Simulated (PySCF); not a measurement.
C3H6NSe, charge +1, SMILES `C[N+]#C[Se]C`.

Level of theory: LDA (SVWN)/def2-SVPD (PySCF), at a geometry from GFN2-xTB. No frequency check shows the geometry to be a minimum. GFN2-xTB bond lengths at metals and heavier atoms can be off by up to 0.1 Å and shapes distorted, which carries into these values.

Geometry (Å), atoms numbered from 1:

```
C1      -3.2747   -0.2156    0.0001
N2      -1.9079   -0.0497   -0.0034
C3      -0.7517    0.0855   -0.0010
Se4      0.9776    0.4538    0.0001
C5       1.6406   -1.3947    0.0013
H6      -3.7045    0.2402   -0.8875
H7      -3.5040   -1.2839    0.0021
H8      -3.7006    0.2426    0.9036
H9       1.3060   -1.9081   -0.8986
H10      2.7259   -1.3181   -0.0015
H11      1.3100   -1.9057    0.8983
```

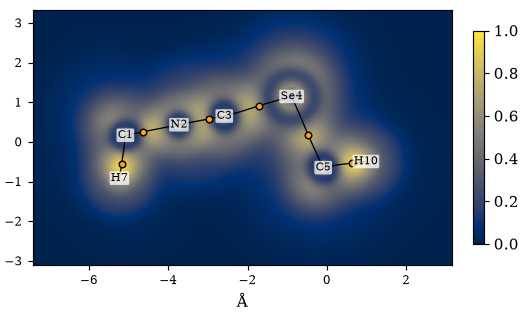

Localised orbital locator (LOL) in the plane of C1, N2, C3, Se4, C5, H7 and H10, with bond paths and bond critical points (dots).

Q: Rank the bonds in the plane by LOL at their critical points.

A: C1–H7: about 0.91; C5–H10: about 0.91; Se4–C5: about 0.71; C3–Se4: about 0.54; C1–N2: about 0.48; N2–C3: about 0.46. Values above 0.5 mark slow, localised electrons, as in shared pairs; low values at a critical point mark a polar or closed-shell contact whose critical point lies between the shells.

Q: Where along C5–H10 does the critical point lie?

A: 0.73 Å from C5 and 0.36 Å from H10.

The PySCF run took 20 s on 1 thread of Arm Neoverse V2, on a shared host, peak memory 0.32 GiB.
